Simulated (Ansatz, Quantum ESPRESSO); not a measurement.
# Conductance against width: vacuum gaps between two Ag(100) faces, part 2 of 4

Wanted: T at the Fermi level along a series, and its decay constant, for vacuum gaps between two Ag(100) faces.

Quantum ESPRESSO 7.5; plane-wave DFT, PBE, PseudoDojo norm-conserving pseudopotentials; cross-check by Ansatz 0.2.0 with PAW datasets.

So far. Step 2 (Ground state, 4.5 Å): The run needed 11 iterations to bring the estimated error under 1e-07 Ry; the largest force on any atom, held or free, is 0.07 eV/Å.

### 3. Transmission with pwcond.x, 4.5 Å

Level of this step: transmission by pwcond, lead and junction from one cell; plane-wave DFT, PBE, PseudoDojo norm-conserving pseudopotentials (Quantum ESPRESSO).

prefixt takes both regions from one run: the lead from 0 to bdl, the scattering region from bdl to bds (units of alat). ikind = 1 puts the same lead on both sides. The program's T_tot counts both spins in a run without spin; the tables below give T per spin.

j0.cond.in reads:

```
&inputcond
  outdir = './out'
  prefixt = 'j0.scf'
  tran_file = 'j0.cond.dat'
  bdl = 2.8284271247
  bds = 12.1400863035
  ikind = 1
  ewind = 4.0
  epsproj = 1e-05
  nz1 = 7
  energy0 = 0.4
  denergy = -0.4
/
15
  0.00000000 0.00000000 0.01562500
  0.00000000 0.12500000 0.06250000
  0.00000000 0.25000000 0.06250000
  0.00000000 0.37500000 0.06250000
  0.00000000 0.50000000 0.03125000
  0.12500000 0.12500000 0.06250000
  0.12500000 0.25000000 0.12500000
  0.12500000 0.37500000 0.12500000
  0.12500000 0.50000000 0.06250000
  0.25000000 0.25000000 0.06250000
  0.25000000 0.37500000 0.12500000
  0.25000000 0.50000000 0.06250000
  0.37500000 0.37500000 0.06250000
  0.37500000 0.50000000 0.06250000
  0.50000000 0.50000000 0.01562500
3
```

Started as:

```console
> OMP_NUM_THREADS=1 mpirun -n 8 pwcond.x -in j0.cond.in > j0.cond.out
```

Output:

```text
[banner, memory and clock lines left out]
Program PWCOND v.7.5 starts

          URL

     ./out/j0.scf.save/

     IMPORTANT: XC functional enforced from input :
     Exchange-correlation= PBE
                           (   1   4   3   4   0   0   0)
     Any further DFT definition will be discarded
     Please, verify this is what you really want

     Reading collected, re-writing distributed wavefunctions

===== INPUT FILE containing all the regions =====

     GEOMETRY:

     lattice parameter (alat)  =       5.5454  a.u.
     the volume                =    2070.2256 (a.u.)^3
     the cross section         =      30.7513 (a.u.)^2
     l of the unit cell        =      12.1401 (alat)
     number of atoms/cell      =           16
     number of atomic types    =            1

     crystal axes: (cart. coord. in units of alat)
               a(1) = (  1.0000  0.0000  0.0000 )
               a(2) = (  0.0000  1.0000  0.0000 )
               a(3) = (  0.0000  0.0000 12.1401 )

   Cartesian axes

     site n.     atom                  positions (alat units)
          1        Ag     tau(  1)=(  0.0000  0.0000 12.1401  )
          2        Ag     tau(  2)=(  0.5000  0.5000  0.7071  )
          3        Ag     tau(  3)=(  0.0000  0.0000  1.4142  )
          4        Ag     tau(  4)=(  0.5000  0.5000  2.1213  )
          5        Ag     tau(  5)=(  0.0000  0.0000  2.8284  )
          6        Ag     tau(  6)=(  0.5000  0.5000  3.5355  )
          7        Ag     tau(  7)=(  0.0000  0.0000  4.2426  )
          8        Ag     tau(  8)=(  0.5000  0.5000  4.9497  )
          9        Ag     tau(  9)=(  0.0000  0.0000  6.4832  )
         10        Ag     tau( 10)=(  0.5000  0.5000  7.1903  )
         11        Ag     tau( 11)=(  0.0000  0.0000  7.8974  )
         12        Ag     tau( 12)=(  0.5000  0.5000  8.6046  )
         13        Ag     tau( 13)=(  0.0000  0.0000  9.3117  )
         14        Ag     tau( 14)=(  0.5000  0.5000 10.0188  )
         15        Ag     tau( 15)=(  0.0000  0.0000 10.7259  )
         16        Ag     tau( 16)=(  0.5000  0.5000 11.4330  )

     nr1s                      =           32
     nr2s                      =           32
     nr3s                      =          375
     nr1sx                     =           32
     nr2sx                     =           32
     nr3sx                     =          375
     nr1                       =           32
     nr2                       =           32
     nr3                       =          375
     nr1x                      =           32
     nr2x                      =           32
     nr3x                      =          375

 _______________________________
  Radii of nonlocal spheres:

     type       ibeta     ang. mom.          radius (alat units)
       Ag         1         0                    0.2507
       Ag         2         0                    0.2543
       Ag         3         1                    0.2597
       Ag         4         1                    0.2651
       Ag         5         2                    0.2867
       Ag         6         2                    0.2921
----- General information -----

--- T calc. with identical leads (ikind=1) ---

     nrx                       =           32
     nry                       =           32
     nz1                       =            7

     energy0               =         4.0E-01
     denergy               =        -4.0E-01
     nenergy               =          3
     ecut2d                =         7.4E+01
     ewind                 =         4.0E+00
     epsproj               =         1.0E-05

     number of k_|| points=   15
                       cryst. coord.
        k(    1) = (   0.0000000   0.0000000), wk =   0.0156250
        k(    2) = (   0.0000000   0.1250000), wk =   0.0625000
        k(    3) = (   0.0000000   0.2500000), wk =   0.0625000
        k(    4) = (   0.0000000   0.3750000), wk =   0.0625000
        k(    5) = (   0.0000000   0.5000000), wk =   0.0312500
        k(    6) = (   0.1250000   0.1250000), wk =   0.0625000
        k(    7) = (   0.1250000   0.2500000), wk =   0.1250000
        k(    8) = (   0.1250000   0.3750000), wk =   0.1250000
        k(    9) = (   0.1250000   0.5000000), wk =   0.0625000
        k(   10) = (   0.2500000   0.2500000), wk =   0.0625000
        k(   11) = (   0.2500000   0.3750000), wk =   0.1250000
        k(   12) = (   0.2500000   0.5000000), wk =   0.0625000
        k(   13) = (   0.3750000   0.3750000), wk =   0.0625000
        k(   14) = (   0.3750000   0.5000000), wk =   0.0625000
        k(   15) = (   0.5000000   0.5000000), wk =   0.0156250
----- Information about left/right lead -----

     nocros                   =           18
     noins                    =           54
     norb                     =           90
     norbf                    =          234
     nrz                      =           87

      iorb      type   ibeta   ang. mom.   m       position (alat)
        1        1       1        0        1   taunew(   1)=(  0.0000  0.0000  0.0000)
        2        1       2        0        1   taunew(   2)=(  0.0000  0.0000  0.0000)
        3        1       3        1        1   taunew(   3)=(  0.0000  0.0000  0.0000)
        4        1       3        1        2   taunew(   4)=(  0.0000  0.0000  0.0000)
        5        1       3        1        3   taunew(   5)=(  0.0000  0.0000  0.0000)
        6        1       4        1        1   taunew(   6)=(  0.0000  0.0000  0.0000)
        7        1       4        1        2   taunew(   7)=(  0.0000  0.0000  0.0000)
        8        1       4        1        3   taunew(   8)=(  0.0000  0.0000  0.0000)
        9        1       5        2        1   taunew(   9)=(  0.0000  0.0000  0.0000)
       10        1       5        2        2   taunew(  10)=(  0.0000  0.0000  0.0000)
       11        1       5        2        3   taunew(  11)=(  0.0000  0.0000  0.0000)
       12        1       5        2        4   taunew(  12)=(  0.0000  0.0000  0.0000)
       13        1       5        2        5   taunew(  13)=(  0.0000  0.0000  0.0000)
       14        1       6        2        1   taunew(  14)=(  0.0000  0.0000  0.0000)
       15        1       6        2        2   taunew(  15)=(  0.0000  0.0000  0.0000)
       16        1       6        2        3   taunew(  16)=(  0.0000  0.0000  0.0000)
       17        1       6        2        4   taunew(  17)=(  0.0000  0.0000  0.0000)
       18        1       6        2        5   taunew(  18)=(  0.0000  0.0000  0.0000)
       19        1       1        0        1   taunew(  19)=(  0.5000  0.5000  0.7071)
       20        1       2        0        1   taunew(  20)=(  0.5000  0.5000  0.7071)
[...]
182        1       2        0        1   taunew( 182)=(  0.0000  0.0000  7.8974)
      183        1       3        1        1   taunew( 183)=(  0.0000  0.0000  7.8974)
      184        1       3        1        2   taunew( 184)=(  0.0000  0.0000  7.8974)
      185        1       3        1        3   taunew( 185)=(  0.0000  0.0000  7.8974)
      186        1       4        1        1   taunew( 186)=(  0.0000  0.0000  7.8974)
      187        1       4        1        2   taunew( 187)=(  0.0000  0.0000  7.8974)
      188        1       4        1        3   taunew( 188)=(  0.0000  0.0000  7.8974)
      189        1       5        2        1   taunew( 189)=(  0.0000  0.0000  7.8974)
      190        1       5        2        2   taunew( 190)=(  0.0000  0.0000  7.8974)
      191        1       5        2        3   taunew( 191)=(  0.0000  0.0000  7.8974)
      192        1       5        2        4   taunew( 192)=(  0.0000  0.0000  7.8974)
      193        1       5        2        5   taunew( 193)=(  0.0000  0.0000  7.8974)
      194        1       6        2        1   taunew( 194)=(  0.0000  0.0000  7.8974)
      195        1       6        2        2   taunew( 195)=(  0.0000  0.0000  7.8974)
      196        1       6        2        3   taunew( 196)=(  0.0000  0.0000  7.8974)
      197        1       6        2        4   taunew( 197)=(  0.0000  0.0000  7.8974)
      198        1       6        2        5   taunew( 198)=(  0.0000  0.0000  7.8974)
      199        1       1        0        1   taunew( 199)=(  0.5000  0.5000  8.6046)
      200        1       2        0        1   taunew( 200)=(  0.5000  0.5000  8.6046)
      201        1       3        1        1   taunew( 201)=(  0.5000  0.5000  8.6046)
      202        1       3        1        2   taunew( 202)=(  0.5000  0.5000  8.6046)
      203        1       3        1        3   taunew( 203)=(  0.5000  0.5000  8.6046)
      204        1       4        1        1   taunew( 204)=(  0.5000  0.5000  8.6046)
      205        1       4        1        2   taunew( 205)=(  0.5000  0.5000  8.6046)
      206        1       4        1        3   taunew( 206)=(  0.5000  0.5000  8.6046)
      207        1       5        2        1   taunew( 207)=(  0.5000  0.5000  8.6046)
      208        1       5        2        2   taunew( 208)=(  0.5000  0.5000  8.6046)
      209        1       5        2        3   taunew( 209)=(  0.5000  0.5000  8.6046)
      210        1       5        2        4   taunew( 210)=(  0.5000  0.5000  8.6046)
      211        1       5        2        5   taunew( 211)=(  0.5000  0.5000  8.6046)
      212        1       6        2        1   taunew( 212)=(  0.5000  0.5000  8.6046)
      213        1       6        2        2   taunew( 213)=(  0.5000  0.5000  8.6046)
      214        1       6        2        3   taunew( 214)=(  0.5000  0.5000  8.6046)
      215        1       6        2        4   taunew( 215)=(  0.5000  0.5000  8.6046)
      216        1       6        2        5   taunew( 216)=(  0.5000  0.5000  8.6046)
      217        1       1        0        1   taunew( 217)=(  0.0000  0.0000  9.3117)
      218        1       2        0        1   taunew( 218)=(  0.0000  0.0000  9.3117)
      219        1       3        1        1   taunew( 219)=(  0.0000  0.0000  9.3117)
      220        1       3        1        2   taunew( 220)=(  0.0000  0.0000  9.3117)
      221        1       3        1        3   taunew( 221)=(  0.0000  0.0000  9.3117)
      222        1       4        1        1   taunew( 222)=(  0.0000  0.0000  9.3117)
      223        1       4        1        2   taunew( 223)=(  0.0000  0.0000  9.3117)
      224        1       4        1        3   taunew( 224)=(  0.0000  0.0000  9.3117)
      225        1       5        2        1   taunew( 225)=(  0.0000  0.0000  9.3117)
      226        1       5        2        2   taunew( 226)=(  0.0000  0.0000  9.3117)
      227        1       5        2        3   taunew( 227)=(  0.0000  0.0000  9.3117)
      228        1       5        2        4   taunew( 228)=(  0.0000  0.0000  9.3117)
      229        1       5        2        5   taunew( 229)=(  0.0000  0.0000  9.3117)
      230        1       6        2        1   taunew( 230)=(  0.0000  0.0000  9.3117)
      231        1       6        2        2   taunew( 231)=(  0.0000  0.0000  9.3117)
      232        1       6        2        3   taunew( 232)=(  0.0000  0.0000  9.3117)
      233        1       6        2        4   taunew( 233)=(  0.0000  0.0000  9.3117)
      234        1       6        2        5   taunew( 234)=(  0.0000  0.0000  9.3117)
 ngper, shell number =          177          27
 ngper, n2d =          177          79
---  E-Ef =    0.4000000  k =    0.0000000   0.0000000
---  ie =          1  ik =          1
 Nchannels of the left tip =            1
 Right moving states:
   k1(2pi/a)   k2(2pi/a)   E-Ef (eV)
  -0.3030424  -0.0000000   0.4000000
 Left moving states:
   k1(2pi/a)   k2(2pi/a)   E-Ef (eV)
   0.3030424  -0.0000000   0.4000000

 to transmit
 Band j to band i transmissions and reflections:
    j         i     |T_ij|^2    |R_ij|^2

    1 -->     1     0.84661     0.15339
   Total T_j, R_j =    0.84661  0.15339

E-Ef(ev), T(x2 spins) =    0.4000000   1.6932237
---  E-Ef =    0.0000000  k =    0.0000000   0.0000000
---  ie =          2  ik =          1
 Nchannels of the left tip =            1
 Right moving states:
   k1(2pi/a)   k2(2pi/a)   E-Ef (eV)
  -0.3622460  -0.0000000   0.0000000
 Left moving states:
   k1(2pi/a)   k2(2pi/a)   E-Ef (eV)
   0.3622460  -0.0000000   0.0000000

 to transmit
 Band j to band i transmissions and reflections:
    j         i     |T_ij|^2    |R_ij|^2

    1 -->     1     0.69176     0.30824
   Total T_j, R_j =    0.69176  0.30824

E-Ef(ev), T(x2 spins) =    0.0000000   1.3835258
---  E-Ef =   -0.4000000  k =    0.0000000   0.0000000
---  ie =          3  ik =          1
 Nchannels of the left tip =            1
 Right moving states:
   k1(2pi/a)   k2(2pi/a)   E-Ef (eV)
  -0.4204417  -0.0000000  -0.4000000
 Left moving states:
   k1(2pi/a)   k2(2pi/a)   E-Ef (eV)
   0.4204417  -0.0000000  -0.4000000

 to transmit
 Band j to band i transmissions and reflections:
    j         i     |T_ij|^2    |R_ij|^2

    1 -->     1     0.54646     0.45354
   Total T_j, R_j =    0.54646  0.45354

E-Ef(ev), T(x2 spins) =   -0.4000000   1.0929214
 ngper, shell number =          181          89
 ngper, n2d =          181         181
[... further energies and points left out ...]
---  E-Ef =    0.4000000  k =    0.5000000   0.5000000
---  ie =          1  ik =         15
 Nchannels of the left tip =            0
 Right moving states:
   k1(2pi/a)   k2(2pi/a)   E-Ef (eV)
 Left moving states:
   k1(2pi/a)   k2(2pi/a)   E-Ef (eV)

 to transmit
          E-Ef(ev), T =    0.4000000   0.0000000
---  E-Ef =    0.0000000  k =    0.5000000   0.5000000
---  ie =          2  ik =         15
 Nchannels of the left tip =            0
 Right moving states:
   k1(2pi/a)   k2(2pi/a)   E-Ef (eV)
 Left moving states:
   k1(2pi/a)   k2(2pi/a)   E-Ef (eV)

 to transmit
          E-Ef(ev), T =    0.0000000   0.0000000
---  E-Ef =   -0.4000000  k =    0.5000000   0.5000000
---  ie =          3  ik =         15
 Nchannels of the left tip =            0
 Right moving states:
   k1(2pi/a)   k2(2pi/a)   E-Ef (eV)
 Left moving states:
   k1(2pi/a)   k2(2pi/a)   E-Ef (eV)

 to transmit
          E-Ef(ev), T =   -0.4000000   0.0000000
   T_tot     0.40000      0.36171E+00
   T_tot     0.00000      0.29036E+00
   T_tot    -0.40000      0.22904E+00

Note: The following floating-point exceptions are signalling: IEEE_UNDERFLOW_FLAG
Note: The following floating-point exceptions are signalling: IEEE_UNDERFLOW_FLAG
Note: The following floating-point exceptions are signalling: IEEE_UNDERFLOW_FLAG
Note: The following floating-point exceptions are signalling: IEEE_UNDERFLOW_FLAG
Note: The following floating-point exceptions are signalling: IEEE_UNDERFLOW_FLAG
Note: The following floating-point exceptions are signalling: IEEE_UNDERFLOW_FLAG
Note: The following floating-point exceptions are signalling: IEEE_UNDERFLOW_FLAG
Note: The following floating-point exceptions are signalling: IEEE_UNDERFLOW_FLAG
```

Elapsed: 2 min, on 8 MPI ranks of Arm Neoverse V2, shared host; peak memory 1 GiB; 16 min of CPU time.

Read from the output:

```
lead channels at the Fermi level, one spin : 0.8906
transmission at the Fermi level, one spin  : 0.1452
conductance                                : 0.1452 G₀
```

Per spin; mean over the k mesh across the current. The open channels, zone mean by energy, zero at the Fermi level:

```csv
energy (eV),"open channels, zone mean"
-0.400,0.797
0.000,0.891
0.400,1.02
```

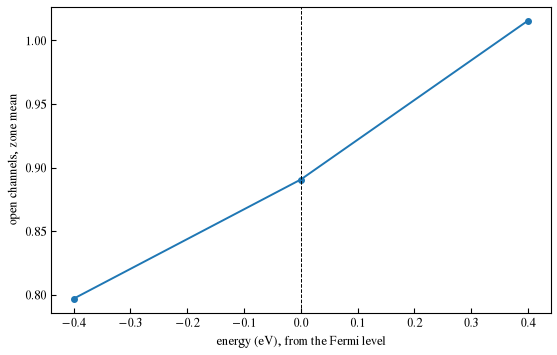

Open channels, zone mean, plotted against energy.

Per spin; mean over the k mesh across the current. Transmission, zone mean against energy, zero at the Fermi level:

```csv
energy (eV),"transmission, zone mean"
-0.400,0.115
0.000,0.145
0.400,0.181
```

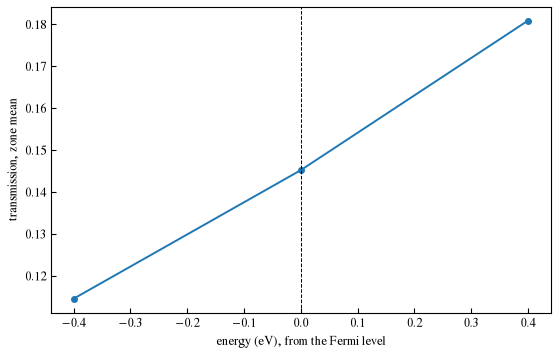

Transmission, zone mean against energy.

At 0.000 eV; k in fractions of b1, b2. Transmission by k point:

```csv
k1,k2,weight,t,channels
0,0,0.01562,0.6918,1
0,0.125,0.0625,0.5166,1
0,0.25,0.0625,0.268,1
0,0.375,0.0625,0.1238,1
0,0.5,0.03125,0,0
0.125,0.125,0.0625,0.3919,1
0.125,0.25,0.125,0.2119,1
0.125,0.375,0.125,0.09691,1
0.125,0.5,0.0625,0.007089,2
0.25,0.25,0.0625,0.1212,1
0.25,0.375,0.125,0.04546,1
0.25,0.5,0.0625,0,0
0.375,0.375,0.0625,0.01278,1
0.375,0.5,0.0625,0,0
0.5,0.5,0.01562,0,0
```

(Continued in part 3 of 4.)

[Logs are printed without paths, hosts, clocks, repeated set-up lines and the standing remarks that a program may print on its own settings, such as how far it seeks lower states.]

[Hosts, paths, dates, database ids (printed as entryN), source tags and the programs' standing remarks are cut or masked in the printed files.]

[Maps of the electrostatic potential energy from Ansatz leave out the sawtooth potential of an applied field or a dipole correction, so their vacuum need not be flat; planar profiles and work functions include it.]
